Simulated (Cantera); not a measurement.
Input: 1 mol AlCl3, 0.65 mol O2, 45 mol N2, at 480 Pa.

Equilibrium computed with Cantera from the NASA thermochemical tables; the gas is ideal and each condensed phase is pure. Candidate condensed phases: Al, AlCl3, AlN, Al2O3; 24 gas species. The tables' values for AlCl2 are old estimates; treat these amounts as uncertain. Condensed phases not in the tables: AlOCl. Kinetics and transport are ignored.

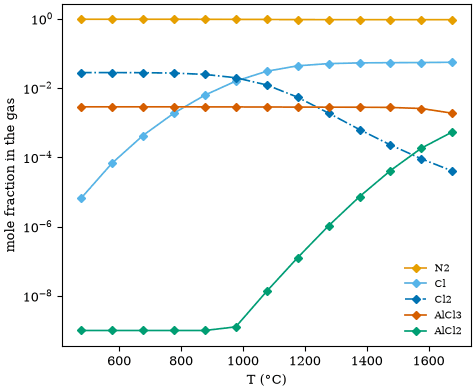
*Equilibrium gas composition (values under 1e-9 drawn at 1e-9)*

Problem. Read off the mole fractions at 777 °C.

Solution. N2 about 0.97, Cl2 about 0.027, AlCl3 about 0.0029, Cl about 0.0019.
